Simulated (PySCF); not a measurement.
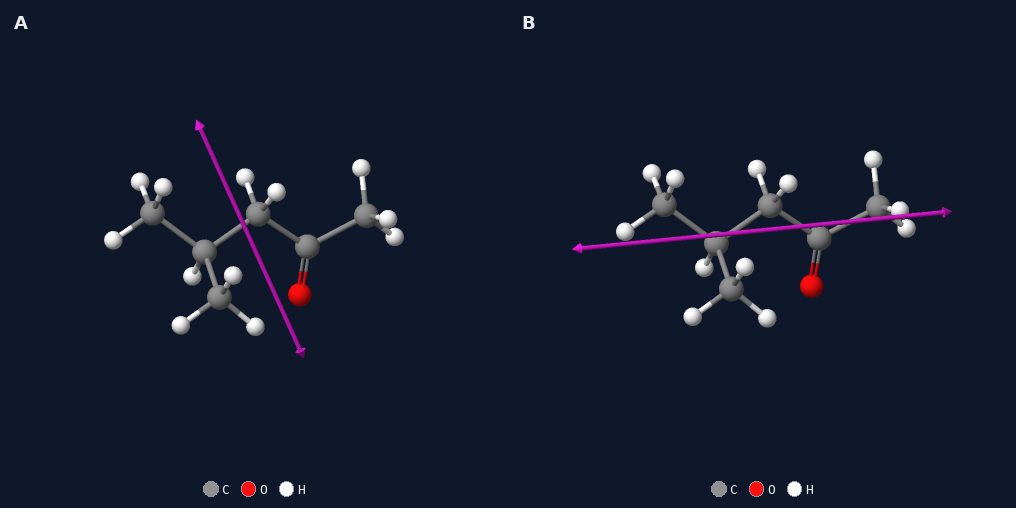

The double arrows show the directions of two transition dipoles from the ground state (lengths mean nothing). Computed geometry: PBE0-D3(BJ)/def2-SVP optimisation. No frequency run is at hand to confirm it as a minimum. Properties computed with TDDFT CAM-B3LYP/def2-SVPD, vertical, gas phase, core orbitals frozen in the response (PySCF 2.14.0).

**One belongs to singlet state 8 and one to singlet state 9. Which is which?**

A: state 8, 8.54 eV (145 nm), oscillator strength 0.045, mainly HOMO−2 → LUMO (weight 0.69).
B: state 9, 8.79 eV (141 nm), oscillator strength 0.067, mainly HOMO → LUMO+5 (weight 0.59).
